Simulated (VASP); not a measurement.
Band structure of Au (fcc). Method: PBE GGA with D4 dispersion, VASP's PBE PAW potentials (set 64) (plane waves; VASP).

Unless said otherwise, spin-orbit coupling is left out, though it shifts the bands of the heavy elements here.

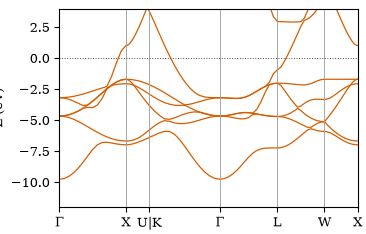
Bands along high-symmetry lines, zero at the valence-band maximum or, without a gap, the Fermi level

Q: Read the plot: is there a gap, and where are the band edges?

A: It has no gap at this level: it comes out as a metal or semimetal. (Edges off the drawn lines would not show.)

The compound is Au in the fcc structure. It was relaxed first.
